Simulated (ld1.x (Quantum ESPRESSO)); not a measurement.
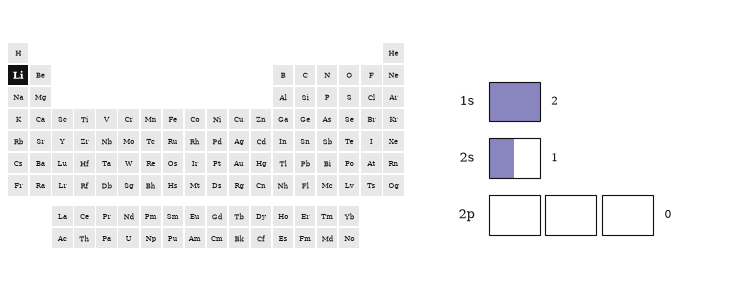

*Left, the place of lithium in the periodic table; right, the valence shells of the reference configuration: a box for each of the 2l + 1 orbitals, shaded by the share of the shell that is filled, with the electron count at the right.*

# Li: pseudopotential generation

Lithium (Li, Z = 3), core none, reference valence 1s2 2s1 2p0, valence charge 3. Computed at this level: TM potential, revPBE, scalar-relativistic, made with ld1.x (Quantum ESPRESSO) 7.5.

Input file:
```
 &input
   title='Li', zed=3., rel=1, dft='REVPBE', iswitch=3,
   config='[He] 2s1 2p0',
   nld=2, rlderiv=4.55, eminld=-6.0, emaxld=5.0, deld=0.02
 /
 &inputp
   pseudotype=2, tm=.true., lloc=0,
   nlcc=.false.,
   file_pseudopw='Li.UPF', file_wfcaegen='ae.wfc', file_wfcncgen='nc.wfc', file_beta='beta', file_chi='chi'
 /
2
2P  2  1   0.00   0.00  4.20  4.20  0.0
1S  1  0   2.00   0.00  0.60  0.60  0.0
 &test
   configts(1)='1s2 2s1 2p0'
 /
```

Input of the test run:
```
 &input
   title='Li', zed=3., rel=1, dft='REVPBE', iswitch=2,
   config='[He] 2s1 2p0'
 /
 &test
   file_pseudo='Li.UPF', nconf=5,
   configts(1)='1s2 2s1 2p0',
   configts(2)='1s2 2s0 2p0',
   configts(3)='1s2 2s0.5 2p0',
   configts(4)='1s2 2s0 2p1',
   configts(5)='1s1 2s1 2p0'
 /
```

Run as:
```bash
ld1.x < Li.in > Li.out
```

The program's output:
```
     Program LD1 v.7.5
     --------------------------- All-electron run ----------------------------

     Li
     scalar relativistic calculation

     atomic number is  3.00
     dft =REVPBE   lsd =0 sic =0 latt =0  beta=0.20 tr2=1.0E-14
     Exchange-correlation= REVPBE
                           (   1   4   4   4   0   0   0)
     mesh =1017 r(mesh) =  99.62247 a.u. xmin = -7.00 dx = 0.01250
     1 Ry =  13.60569312 eV, c = 137.03599908

     n l     nl                  e(Ry)          e(Ha)          e(eV)
     1 0     1S 1( 2.00)        -3.8186        -1.9093       -51.9552
     2 0     2S 1( 1.00)        -0.2119        -0.1059        -2.8828
     2 1     2P 1( 0.00)        -0.0805        -0.0402        -1.0948

     final scf error:  4.4E-15 reached in  32 iterations

     Etot =     -14.955081 Ry,      -7.477540 Ha,    -203.474240 eV

     Ekin =      14.858781 Ry,       7.429391 Ha,     202.164016 eV
     Encl =     -34.257100 Ry,     -17.128550 Ha,    -466.091584 eV
     Eh   =       8.074678 Ry,       4.037339 Ha,     109.861593 eV
     Exc  =      -3.631441 Ry,      -1.815720 Ha,     -49.408266 eV

     normalization and overlap integrals

     s(1S/1S) =  1.000000  <r> =   0.5802  <r2> =    0.4627  r(max) =   0.3593
     s(2S/2S) =  1.000000  <r> =   3.9166  <r2> =   18.2765  r(max) =   3.1626
     s(2P/2P) =  1.000000  <r> =   5.1199  <r2> =   32.5516  r(max) =   3.8148

     ------------------------ End of All-electron run ------------------------

     --------------------- Generating NC pseudopotential ---------------------

      Generating local pot.: lloc=0, matching radius rcloc =   0.6000

      Wfc   2P  rcut= 4.164  Using Troullier-Martins method

     ------------------- End of pseudopotential generation -------------------

     --------------------------- All-electron run ----------------------------

     Li
     scalar relativistic calculation

     atomic number is  3.00
     dft =REVPBE   lsd =0 sic =0 latt =0  beta=0.20 tr2=1.0E-14
     Exchange-correlation= REVPBE
                           (   1   4   4   4   0   0   0)
     mesh =1017 r(mesh) =  99.62247 a.u. xmin = -7.00 dx = 0.01250
     1 Ry =  13.60569312 eV, c = 137.03599908

     n l     nl                  e(Ry)          e(Ha)          e(eV)
     1 0     1S 1( 2.00)        -3.8186        -1.9093       -51.9552
     2 0     2S 1( 1.00)        -0.2119        -0.1059        -2.8828
     2 1     2P 1( 0.00)        -0.0805        -0.0402        -1.0948

     final scf error:  4.4E-15 reached in  32 iterations

     Etot =     -14.955081 Ry,      -7.477540 Ha,    -203.474240 eV

     Ekin =      14.858781 Ry,       7.429391 Ha,     202.164016 eV
     Encl =     -34.257100 Ry,     -17.128550 Ha,    -466.091584 eV
     Eh   =       8.074678 Ry,       4.037339 Ha,     109.861593 eV
     Exc  =      -3.631441 Ry,      -1.815720 Ha,     -49.408266 eV

     normalization and overlap integrals

     s(1S/1S) =  1.000000  <r> =   0.5802  <r2> =    0.4627  r(max) =   0.3593
     s(2S/2S) =  1.000000  <r> =   3.9166  <r2> =   18.2765  r(max) =   3.1626
     s(2P/2P) =  1.000000  <r> =   5.1199  <r2> =   32.5516  r(max) =   3.8148

     ------------------------ End of All-electron run ------------------------

     Computing logarithmic derivative in   4.57294
     Computing logarithmic derivative in   4.57294
     Computing the partial wave expansion
       no projector for channel:   0
     R is outside the sphere for l=    1 j= 0.00

     ---------------------- Testing the pseudopotential ----------------------

     Li
     scalar relativistic calculation

     atomic number is  3.00   valence charge is  3.00
     dft =REVPBE   lsd =0 sic =0 latt =0  beta=0.20 tr2=1.0E-14
     mesh =1017 r(mesh) =  99.62247 xmin = -7.00 dx = 0.01250

     n l     nl             e AE (Ry)        e PS (Ry)    De AE-PS (Ry)
     1 0     1S   1( 2.00)       -3.81864       -3.81871        0.00007
     2 0     2S   1( 1.00)       -0.21189       -0.21145       -0.00043
     2 1     2P   1( 0.00)       -0.08046       -0.08046        0.00000

     eps = 9.2E-15  iter = 23

     Etot =     -14.955081 Ry,      -7.477540 Ha,    -203.474240 eV
     Etotps =   -14.901593 Ry,      -7.450796 Ha,    -202.746500 eV

     Ekin =      13.812660 Ry,       6.906330 Ha,     187.930816 eV
     Encl =     -33.139581 Ry,     -16.569790 Ha,    -450.886964 eV
     Ehrt =       8.014411 Ry,       4.007205 Ha,     109.041616 eV
     Ecxc =      -3.589083 Ry,      -1.794542 Ha,     -48.831968 eV

     ---------------------- End of pseudopotential test ----------------------
```

Output of the test run (extracts):
```
     ---------------------- Testing the pseudopotential ----------------------

     Li
     scalar relativistic calculation

     atomic number is  3.00   valence charge is  3.00
     dft =REVPBE   lsd =0 sic =0 latt =0  beta=0.20 tr2=1.0E-14
     mesh =1017 r(mesh) =  99.62247 xmin = -7.00 dx = 0.01250

     n l     nl             e AE (Ry)        e PS (Ry)    De AE-PS (Ry)
     1 0     1S   1( 2.00)       -3.81864       -3.81871        0.00007
     2 0     2S   1( 1.00)       -0.21189       -0.21145       -0.00043
     2 1     2P   1( 0.00)       -0.08046       -0.08046        0.00000

     eps = 9.2E-15  iter = 23

     Etot =     -14.955081 Ry,      -7.477540 Ha,    -203.474240 eV
     Etotps =   -14.901593 Ry,      -7.450796 Ha,    -202.746500 eV

     Ekin =      13.812660 Ry,       6.906330 Ha,     187.930816 eV
     Encl =     -33.139581 Ry,     -16.569790 Ha,    -450.886964 eV
     Ehrt =       8.014411 Ry,       4.007205 Ha,     109.041616 eV
     Ecxc =      -3.589083 Ry,      -1.794542 Ha,     -48.831968 eV

     ---------------------- End of pseudopotential test ----------------------

     ---------------------- Testing the pseudopotential ----------------------

     Li
     scalar relativistic calculation

     atomic number is  3.00   valence charge is  3.00
     dft =REVPBE   lsd =0 sic =0 latt =0  beta=0.20 tr2=1.0E-14
     mesh =1017 r(mesh) =  99.62247 xmin = -7.00 dx = 0.01250

     n l     nl             e AE (Ry)        e PS (Ry)    De AE-PS (Ry)
     1 0     1S   1( 2.00)       -4.44748       -4.44599       -0.00149
     2 0     2S   1( 0.00)       -0.51484       -0.51347       -0.00137
     2 1     2P   1( 0.00)       -0.36093       -0.36093        0.00000

     eps = 8.4E-15  iter = 17

     Etot =     -14.563564 Ry,      -7.281782 Ha,    -198.147380 eV
     Etotps =   -14.510826 Ry,      -7.255413 Ha,    -197.429847 eV
     dEtot_ae =       0.391517 Ry
     dEtot_ps =       0.390767 Ry,   Delta E=       0.000750 Ry

     Ekin =      13.448529 Ry,       6.724265 Ha,     182.976560 eV
     Encl =     -31.137705 Ry,     -15.568852 Ha,    -423.650054 eV
     Ehrt =       6.514371 Ry,       3.257185 Ha,      88.632530 eV
     Ecxc =      -3.336021 Ry,      -1.668011 Ha,     -45.388883 eV

     ---------------------- End of pseudopotential test ----------------------

     ---------------------- Testing the pseudopotential ----------------------

     Li
     scalar relativistic calculation

     atomic number is  3.00   valence charge is  3.00
     dft =REVPBE   lsd =0 sic =0 latt =0  beta=0.20 tr2=1.0E-14
     mesh =1017 r(mesh) =  99.62247 xmin = -7.00 dx = 0.01250

     n l     nl             e AE (Ry)        e PS (Ry)    De AE-PS (Ry)
     1 0     1S   1( 2.00)       -4.10538       -4.10486       -0.00052
     2 0     2S   1( 0.50)       -0.39313       -0.39242       -0.00070
     2 1     2P   1( 0.00)       -0.24588       -0.24593        0.00005

     eps = 4.4E-15  iter = 19

     Etot =     -14.804215 Ry,      -7.402108 Ha,    -201.421609 eV
     Etotps =   -14.751007 Ry,      -7.375504 Ha,    -200.697679 eV
     dEtot_ae =       0.150866 Ry
     dEtot_ps =       0.150586 Ry,   Delta E=       0.000280 Ry

     Ekin =      13.675947 Ry,       6.837973 Ha,     186.070736 eV
     Encl =     -32.237982 Ry,     -16.118991 Ha,    -438.620089 eV
     Ehrt =       7.270599 Ry,       3.635299 Ha,      98.921537 eV
     Ecxc =      -3.459571 Ry,      -1.729786 Ha,     -47.069863 eV

     ---------------------- End of pseudopotential test ----------------------

     ---------------------- Testing the pseudopotential ----------------------

     Li
     scalar relativistic calculation

     atomic number is  3.00   valence charge is  3.00
     dft =REVPBE   lsd =0 sic =0 latt =0  beta=0.20 tr2=1.0E-14
     mesh =1017 r(mesh) =  99.62247 xmin = -7.00 dx = 0.01250

     n l     nl             e AE (Ry)        e PS (Ry)    De AE-PS (Ry)
     1 0     1S   1( 2.00)       -3.93216       -3.91834       -0.01382  !
     2 0     2S   1( 0.00)       -0.24627       -0.24356       -0.00270
     2 1     2P   1( 1.00)       -0.11545       -0.11464       -0.00081

     eps = 7.4E-15  iter = 35

     Etot =     -14.823417 Ry,      -7.411709 Ha,    -201.682867 eV
     Etotps =   -14.770517 Ry,      -7.385259 Ha,    -200.963125 eV
     dEtot_ae =       0.131663 Ry
     dEtot_ps =       0.131076 Ry,   Delta E=       0.000588 Ry

     Ekin =      13.728467 Ry,       6.864234 Ha,     186.785311 eV
     Encl =     -32.720375 Ry,     -16.360188 Ha,    -445.183381 eV
     Ehrt =       7.766431 Ry,       3.883216 Ha,     105.667683 eV
     Ecxc =      -3.534867 Ry,      -1.767434 Ha,     -48.094316 eV
     Epseu=      -0.010174 Ry,      -0.005087 Ha,      -0.138422 eV

     ---------------------- End of pseudopotential test ----------------------

     ---------------------- Testing the pseudopotential ----------------------

     Li
     scalar relativistic calculation

     atomic number is  3.00   valence charge is  3.00
     dft =REVPBE   lsd =0 sic =0 latt =0  beta=0.20 tr2=1.0E-14
     mesh =1017 r(mesh) =  99.62247 xmin = -7.00 dx = 0.01250

     n l     nl             e AE (Ry)        e PS (Ry)    De AE-PS (Ry)
     1 0     1S   1( 1.00)       -6.33355       -6.32065       -0.01290  !
     2 0     2S   1( 1.00)       -0.91409       -0.91072       -0.00337
     2 1     2P   1( 0.00)       -0.74017       -0.74017        0.00000

     eps = 5.0E-15  iter = 21

     Etot =      -9.916735 Ry,      -4.958367 Ha,    -134.924049 eV
     Etotps =    -9.867955 Ry,      -4.933978 Ha,    -134.260370 eV
     dEtot_ae =       5.038346 Ry
     dEtot_ps =       5.033638 Ry,   Delta E=       0.004708 Ry

     Ekin =       9.103071 Ry,       4.551535 Ha,     123.853590 eV
     Encl =     -20.176699 Ry,     -10.088349 Ha,    -274.517968 eV
     Ehrt =       3.130670 Ry,       1.565335 Ha,      42.594936 eV
     Ecxc =      -1.924998 Ry,      -0.962499 Ha,     -26.190928 eV

     ---------------------- End of pseudopotential test ----------------------
```

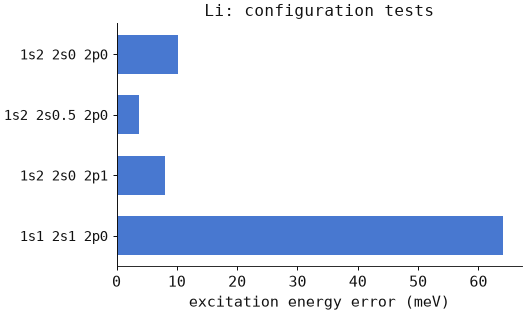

*Errors, all-electron minus pseudo, of the energies of valence configurations relative to the unpolarised reference 1s2 2s1 2p0.*

- Worst configuration: 1s1 2s1 2p0 (charge +1): the error is +64 meV on an all-electron energy of +68.55 eV relative to the reference, or 0.093 %.
- Errors in meV: 1s2 2s0 2p0: +10; 1s2 2s0.5 2p0: +3.8; 1s2 2s0 2p1: +8.0; 1s1 2s1 2p0: +64.
- Configurations within 10 meV and within 50 meV: 2 and 3 of 4.

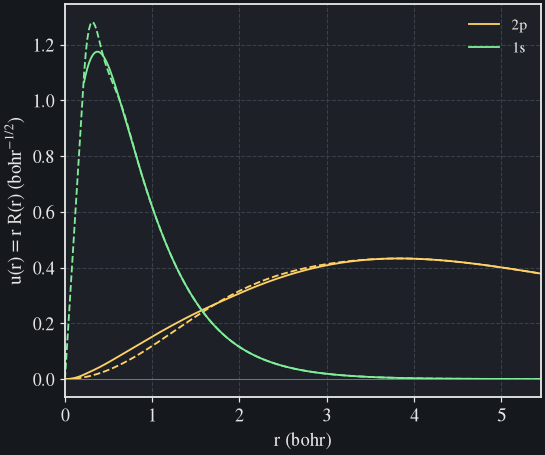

*Partial waves u(r) = r R(r), all-electron (solid) and pseudo (dashed). The innermost oscillations of some all-electron curves aren't drawn. Reference configuration 1s2 2s1 2p0.*

- Matching radii: 2p at 4.20 bohr; 1s at 0.60 bohr. The curves merge smoothly, so the plot gives these only roughly.
- Nodes of the pseudo-waves: 2p has no node; 1s has no node.
- Cutoffs needed: 180 Ry (loose) and over 300 Ry (tight), as the cutoffs, on a coarse ladder, from which the occupation-weighted sum of valence levels, in a spherical-Bessel basis at the reference potential, stays within 10 and 1 mRy of its value at 400 Ry.

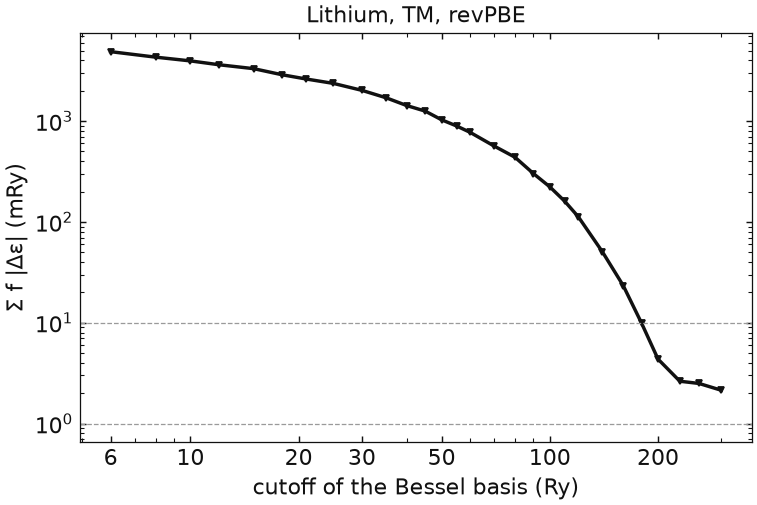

*The pseudo-atom Hamiltonian at the reference potential is diagonalised in spherical Bessel functions (20 bohr box) up to the cutoff. Curve: occupation-weighted sum of the valence levels' distances from their values at 400 Ry.*

- Error at 70 Ry: about 570 mRy.
- Cutoffs for 10 and 1 mRy in the occupation-weighted sum of levels: 180 Ry and over 300 Ry, on the ladder of cutoffs that was run.

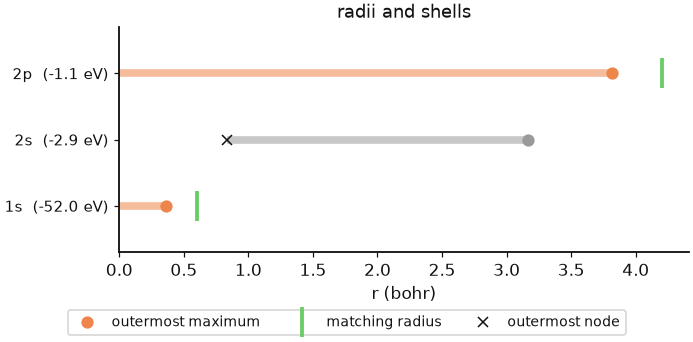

*Outer shells of the all-electron reference atom: each bar runs from the outermost node (or the nucleus) to the outermost maximum of u(r); the tick is the radius chosen for the pseudo-wave. Shells without a tick have no pseudo-wave of their own. Levels, nodes and maxima are from ld1.x, scalar-relativistic.*

- Radii against the shells: 1s: 0.60 bohr, outside the maximum; 2p: 4.20 bohr, outside the maximum.

Summary:

- outcome: generated
- cutoffs needed: 180 Ry and over 300 Ry (the cutoffs, on a coarse ladder, from which the occupation-weighted sum of valence levels, in a spherical-Bessel basis at the reference potential, stays within 10 and 1 mRy of its value at 400 Ry); ghost states and empty shells don't enter this sum
- ghost test: no ghost state below the valence levels in the p, s, d, f channels (spherical-Bessel basis up to 400 Ry, 20 bohr box)
- largest excitation error: +64 meV (all-electron minus pseudo) for 1s1 2s1 2p0, out of 4 test configurations
- range over which the phases arctan(r u′/u) at the test radius agree within 0.05 rad (a looser test near the poles than one of phase shifts): s: up to about 3.2 Ry; p: up to about 0.6 Ry
- hardware: 1 CPU thread, shared host
- wall time: 0.77 s
